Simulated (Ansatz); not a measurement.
**F2H2HfSe2: how energies converge with the basis set**

Aim: see how fast density functionals converge with the basis set for F2H2HfSe2.

Method: one geometry, several basis sets; program: Ansatz 0.2.0, Gaussian basis.

Levels to be run: PBE0-D4/def2-SVP; ωB97M-V/def2-SVP; PBE0-D4/def2-QZVPP; ωB97M-V/def2-QZVPP; the functionals' def2-TZVPP values are taken from earlier runs.

**1. Structure used throughout**

An earlier PBE0-D4 in a triple-zeta def2 set relaxation fixed the geometry. Hf takes the def2 core potential; no spin-orbit term is included.

SMILES `[F][Hf]([F])([SeH])[SeH]`, 7 atoms, charge 0, spin multiplicity 1.

Atoms are counted from 1 here; the program's logs count them from 0.

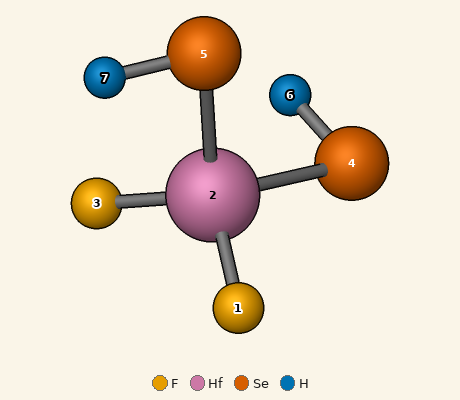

The geometry (fluorine amber, hafnium pink, selenium orange, hydrogen blue); atoms are numbered from 1 in the order of the file.

Geometry (Å):

```xyz
7
F2H2HfSe2
F     0.5083   -2.2874   -0.5122
Hf    0.1392   -0.5336    0.0854
F     1.1833   -0.1038    1.6017
Se   -2.3747   -0.3857    0.5633
Se    0.6370    1.1974   -1.7506
H    -2.0840    0.8569    1.3024
H     2.0521    1.1883   -1.3356
```

**2. PBE0-D4 in def2-SVP**

The input, in.yaml:

```yaml
crystal:
  periodic: [false, false, false]
  atoms:
    - {symbol: F, position_ang: [0.508313, -2.287449, -0.512175]}
    - {symbol: Hf, position_ang: [0.139181, -0.533564, 0.085392]}
    - {symbol: F, position_ang: [1.183335, -0.103772, 1.601671]}
    - {symbol: Se, position_ang: [-2.374679, -0.385714, 0.563279]}
    - {symbol: Se, position_ang: [0.637017, 1.197405, -1.750573]}
    - {symbol: H, position_ang: [-2.084023, 0.856850, 1.302431]}
    - {symbol: H, position_ang: [2.052055, 1.188345, -1.335626]}
basis:
  gaussian: {orbitals: def2-SVP}
hamiltonian: {xc: pbe0, dispersion: d4}
output: {orbitals: {seedname: orbitals}}
```

The run is started by

```console
> ansatz run in.yaml --threads 2 --pin off --events-out ev --progress --plain --max-ram 32768MiB --backend cpu
```

The log of the run:

```text
Functional definition: PBE0
  name "PBE0"
  cite "Adamo & Barone, J. Chem. Phys. 110, 6158 (1999) doi:10.1063/1.478522"
  cite "Perdew, Burke & Ernzerhof, Phys. Rev. Lett. 77, 3865 (1996) doi:10.1103/PhysRevLett.77.3865"
  parent pbe
  parameter a = 0.25
  parameter kappa = 0.804
  parameter beta = 0.06672455060314922
  exchange = (1 - a)*pbe_x(kappa = kappa, mu = beta*pi^2/3) + a*exact_x
  correlation = pbe_c(beta = beta)
1296 factors; integrals over basis functions are off by at most 1.1e-3 eV
mean field evaluation 1: about -137434.1598 eV, gradient 4.8e1 eV
mean field evaluation 2: about -137416.2420 eV, gradient 1.2e2 eV
mean field evaluation 4: about -137438.1457 eV, gradient 3.2e0 eV
mean field evaluation 8: about -137438.2562 eV, gradient 4.6e-1 eV
mean field evaluation 16: about -137438.2567 eV, gradient 1.8e-4 eV
mean field -137438.25670402 eV, -5050.7627748762 hartree, gradient 5.7e-5 eV, S^2 0.000000; 0 other end points of the search recorded, 0 dependent functions left out
reference -137438.25675367 eV, -5050.7627767009 hartree; 50, 50 occupied and 84, 84 virtual orbitals, 1296 factors
Total energy: -137438.41777857 eV, -5050.7686942570 hartree
```

Wall time 3.5 s (2 threads of AMD EPYC 7R13, shared host).

**3. ωB97M-V in def2-SVP**

Edit in.yaml of step 2 so:

```diff
@@ -12,3 +12,3 @@
   gaussian: {orbitals: def2-SVP}
-hamiltonian: {xc: pbe0, dispersion: d4}
+hamiltonian: {xc: {name: wB97M-V}}
 output: {orbitals: {seedname: orbitals}}
```

Launched as before.

The log of the run (excerpt; [...] marks lines left out):

```text
Functional definition: wB97M-V
  name "wB97M-V"
  cite "Mardirossian & Head-Gordon, J. Chem. Phys. 144, 214110 (2016) doi:10.1063/1.4952647"
  cite "Becke, J. Chem. Phys. 107, 8554 (1997) doi:10.1063/1.475007"
  cite "Vydrov & Van Voorhis, J. Chem. Phys. 133, 244103 (2010) doi:10.1063/1.3521275"
  # Of w^i u^j: cxij and so on, Table III.
[...]
  gx(w, u) = 1 - cx + cx01*u + cx10*w
  gss(w, u) = css00 + css04*u^4 + css10*w + css20*w^2 + css43*w^4*u^3
  gos(w, u) = cos00 + cos10*w + (cos20 + cos21*u)*w^2 + (cos60 + cos61*u)*w^6
[...]
      + integral(e_c_pw_mod_opposite_spin*gos(b97_w_opposite, b97_u_opposite)) + vv10(b, c)
1296 factors; integrals over basis functions are off by at most 1.1e-3 eV
268 factors; integrals over basis functions are off by at most 2.1e-5 eV
[...]
mean field -137448.33042911 eV, -5051.1329774452 hartree, gradient 1.8e-5 eV, S^2 0.000000; 0 other end points of the search recorded, 0 dependent functions left out
reference -137448.33050797 eV, -5051.1329803433 hartree; 50, 50 occupied and 84, 84 virtual orbitals, 1296 factors
Total energy: -137448.33050797 eV, -5051.1329803433 hartree
```

Run time: 13 s. Hardware: 2 threads of AMD EPYC 7R13, shared host; peak memory 0.58 GiB.

**4. PBE0-D4 in def2-QZVPP**

Edit in.yaml of step 3 so:

```diff
@@ -11,4 +11,4 @@
 basis:
-  gaussian: {orbitals: def2-SVP}
-hamiltonian: {xc: {name: wB97M-V}}
+  gaussian: {orbitals: "def2-QZVPP.json"}
+hamiltonian: {xc: pbe0, dispersion: d4}
 output: {orbitals: {seedname: orbitals}}
```

The run is started by

```console
> ansatz run in.yaml --threads 2 --pin off --events-out ev --progress --plain --max-ram 32768MiB --backend cuda --devices 0, --max-vram 18GiB
```

The log of the run:

```text
Functional definition: PBE0
  name "PBE0"
  cite "Adamo & Barone, J. Chem. Phys. 110, 6158 (1999) doi:10.1063/1.478522"
  cite "Perdew, Burke & Ernzerhof, Phys. Rev. Lett. 77, 3865 (1996) doi:10.1103/PhysRevLett.77.3865"
  parent pbe
  parameter a = 0.25
  parameter kappa = 0.804
  parameter beta = 0.06672455060314922
  exchange = (1 - a)*pbe_x(kappa = kappa, mu = beta*pi^2/3) + a*exact_x
  correlation = pbe_c(beta = beta)
2091 factors; their error is unknown
mean field evaluation 1: about -137459.5094 eV, gradient 5.5e1 eV
mean field evaluation 2: about -137439.9049 eV, gradient 1.3e2 eV
mean field evaluation 4: about -137464.0427 eV, gradient 4.7e0 eV
mean field evaluation 8: about -137464.0863 eV, gradient 2.8e-1 eV
mean field evaluation 16: about -137464.5021 eV, gradient 1.4e-4 eV
mean field -137464.50208005 eV, -5051.7272746558 hartree, gradient 7.6e-5 eV, S^2 0.000000; 0 other end points of the search recorded, 0 dependent functions left out
reference -137464.50211553 eV, -5051.7272759598 hartree; 50, 50 occupied and 383, 383 virtual orbitals, 2091 factors
Total energy: -137464.66314044 eV, -5051.7331935158 hartree
```

It took 4.4 s on 1 × H100 (card shared with other runs) with 2 threads of AMD EPYC 7R13, shared host; peak host memory 0.95 GiB.

**5. ωB97M-V in def2-QZVPP**

Edit in.yaml of step 4 so:

```diff
@@ -12,3 +12,3 @@
   gaussian: {orbitals: "def2-QZVPP.json"}
-hamiltonian: {xc: pbe0, dispersion: d4}
+hamiltonian: {xc: {name: wB97M-V}}
 output: {orbitals: {seedname: orbitals}}
```

The command is unchanged.

The log of the run (excerpt; [...] marks lines left out):

```text
Functional definition: wB97M-V
  name "wB97M-V"
  cite "Mardirossian & Head-Gordon, J. Chem. Phys. 144, 214110 (2016) doi:10.1063/1.4952647"
  cite "Becke, J. Chem. Phys. 107, 8554 (1997) doi:10.1063/1.475007"
  cite "Vydrov & Van Voorhis, J. Chem. Phys. 133, 244103 (2010) doi:10.1063/1.3521275"
  # Of w^i u^j: cxij and so on, Table III.
[...]
  gx(w, u) = 1 - cx + cx01*u + cx10*w
  gss(w, u) = css00 + css04*u^4 + css10*w + css20*w^2 + css43*w^4*u^3
  gos(w, u) = cos00 + cos10*w + (cos20 + cos21*u)*w^2 + (cos60 + cos61*u)*w^6
[...]
      + integral(e_c_pw_mod_opposite_spin*gos(b97_w_opposite, b97_u_opposite)) + vv10(b, c)
1988 factors; their error is unknown
353 factors; integrals over basis functions are off by at most 8.1e-6 eV
[...]
mean field -137474.55643624 eV, -5052.0967654307 hartree, gradient 1.4e-5 eV, S^2 0.000000; 0 other end points of the search recorded, 0 dependent functions left out
reference -137474.55649363 eV, -5052.0967675397 hartree; 50, 50 occupied and 383, 383 virtual orbitals, 1988 factors
Total energy: -137474.55649363 eV, -5052.0967675397 hartree
```

Run time: 11 s. Hardware: 1 × H100 (card shared with other runs) with 2 threads of AMD EPYC 7R13, shared host; peak host memory 1.1 GiB.

**6. Density functionals: the series**

The def2-TZVPP values come from earlier runs at the same geometry.

```csv
functional,basis,functions,energy (eV),from the largest (eV),HOMO (eV),LUMO (eV)
PBE0-D4,def2-SVP,134,-137438.4178,26.245,-7.49,-1.91
PBE0-D4,def2-TZVPP,242,-137461.6063,3.057,-7.52,-1.90
PBE0-D4,def2-QZVPP,433,-137464.6631,0.000,-7.53,-1.91
ωB97M-V,def2-SVP,134,-137448.3305,26.226,-9.58,0.11
ωB97M-V,def2-TZVPP,242,-137471.6116,2.945,-9.63,0.09
ωB97M-V,def2-QZVPP,433,-137474.5565,0.000,-9.64,0.06
```

**7. Summary of results**

| quantity | value |
| --- | --- |
| PBE0-D4: double and triple zeta above quadruple | 26.25, 3.06 eV |
| ωB97M-V: double and triple zeta above quadruple | 26.23, 2.94 eV |

What this shows: For PBE0-D4 the step from double to triple zeta gains 23.19 eV and the next only 3.06 eV. These are total energies; as a rule much of such shifts cancels in differences, which this series doesn't test.
